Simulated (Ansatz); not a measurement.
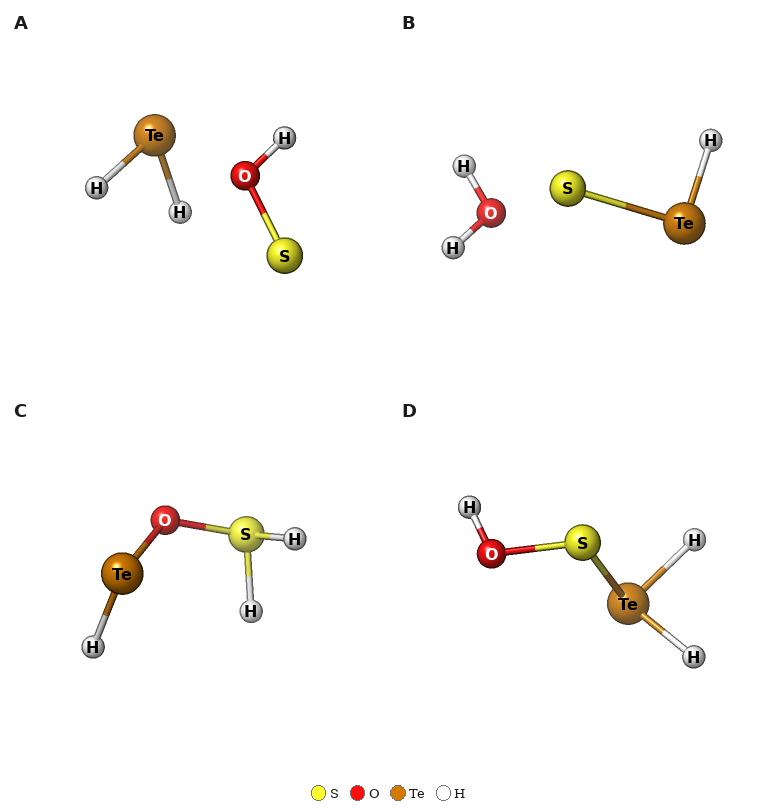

4 stationary structures of one formula. State: charge +1, singlet. Geometries: PBE-D4/def2-SVP. Electronic energies: PBE-D4/def2-SVP (Ansatz 0.2.0), without zero-point energy. No frequency run is at hand to confirm each as a minimum.

Which is lowest in energy, and by how much?

B is lowest (C1); D lies 0.767 eV above it (C1), C lies 1.580 eV above it (C1), A lies 2.388 eV above it (C1).
